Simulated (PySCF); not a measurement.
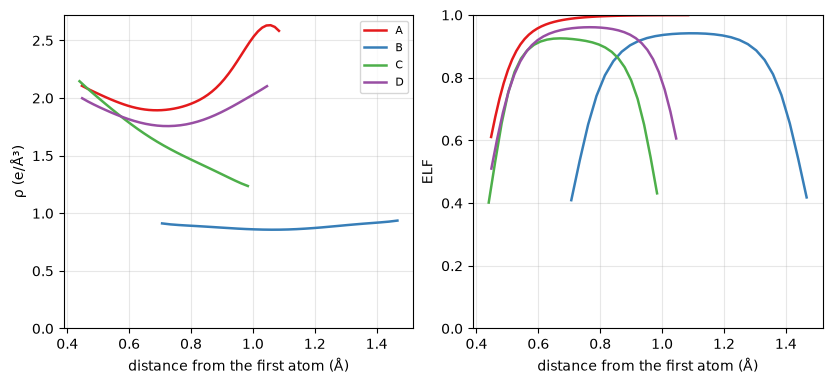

Figure 1: C₄H₁₀P₂ (SMILES CC(C)/C=P\P). Electron density and ELF along straight lines between neighbouring atoms. The curves leave out the atomic cores.

Geometry: GFN2-xTB.

Theory: CAM-B3LYP/def2-SVPD, SCF density, gas phase in PySCF.

```xyz
16

C    -0.7007   -0.2654    1.3530
C    -0.4614    0.2111   -0.0834
C    -1.7812    0.5790   -0.7567
C     0.2392   -0.8628   -0.8495
P     1.8788   -1.0764   -1.1122
P     2.7251    0.6844   -0.1595
H    -1.3386   -1.1469    1.3597
H    -1.1815    0.5190    1.9328
H     0.2451   -0.5194    1.8285
H     0.1834    1.1006   -0.0406
H    -2.2683    1.3862   -0.2142
H    -2.4520   -0.2780   -0.7749
H    -1.6082    0.9052   -1.7798
H    -0.4050   -1.6421   -1.2410
H     2.8986    0.0638    1.0787
H     4.0191    0.3507   -0.5523
```

> Which curve belongs to which contact (C–C, C–H, C–P and P–P)? The first atom named is at distance zero.

Curve A: C–H (1.08 Å): the density is about 2 e/Å³ at the midpoint; the ELF climbs to about 1 towards the hydrogen, as it does in any bond to H: an ordinary covalent bond to hydrogen. Curve B: P–P (2.17 Å): the density is about 0.86 e/Å³ at the midpoint; the ELF peaks at about 0.95 between the atoms, as expected for a covalent bond. Curve C: C–P (1.67 Å): ρ at the midpoint is about 1.4 e/Å³; the ELF peaks at about 0.95 between the atoms, as expected for a covalent bond. Curve D: C–C (1.49 Å): ρ is about 1.8 e/Å³ halfway; the ELF peaks at about 0.95 between the atoms (localised, covalent bonding).
